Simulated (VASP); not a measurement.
Band structure of ZnCdTe2 (space group R3m). Level of theory: LDA (Ceperley-Alder, Perdew-Zunger), VASP's LDA PAW potentials (set 64) (plane waves; VASP).

Unless said otherwise, spin-orbit coupling is left out, though it shifts the bands of the heavy elements here.

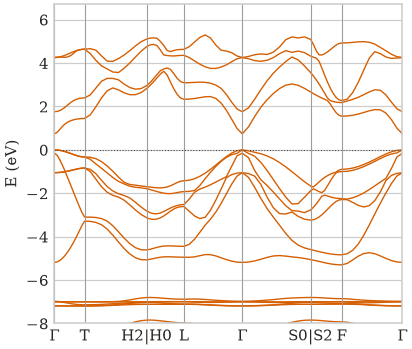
Bands along high-symmetry lines, zero at the valence-band maximum or, without a gap, the Fermi level

Read the plot: is there a gap, and where are the band edges?

The gap is direct, 0.74 eV, from the valence maximum at Γ to the conduction minimum at Γ. (Edges off the drawn lines would not show.)

The structure comes from a computed database's ZnCdTe2 entry (R3m); how it stands against other phases isn't given here. It was relaxed first, which changed the volume by -9 %.
